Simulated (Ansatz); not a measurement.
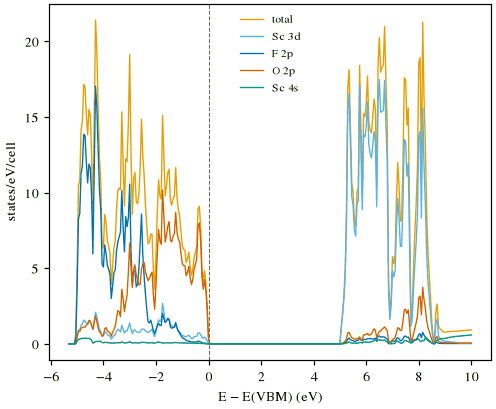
Figure. Total and projected density of states of ScOF in space group Pca2_1 (No. 29; Sc on 4a, F on 4a, O on 4a), r²SCAN (plane waves, PAW; program Ansatz)

Problem. Which orbitals carry the states next to the gap?

Solution. Top 1 eV of the valence band: O 2p 86 %, Sc 3d 8 %. Bottom 1 eV of the conduction band: Sc 3d 92 %. Projections are on Löwdin-orthogonalised atomic valence shells; empty p or d shells of many metals are not among them.

Problem. Where is the tallest occupied peak in this window, and what makes it?

Solution. Near -4.3 eV, about 21 states/eV per cell; the largest projected share is F 2p.

The start of the workflow was typed in or built on a structure type; neither database checked (COD, Materials Project) lists it. Its standing as an ambient phase is unchecked. The cell was relaxed with r²SCAN under the symmetry of its start; whether a distortion lowers the energy is not shown. The run is not spin-polarised.

Potentials: the earlier of the program's two PAW sets.
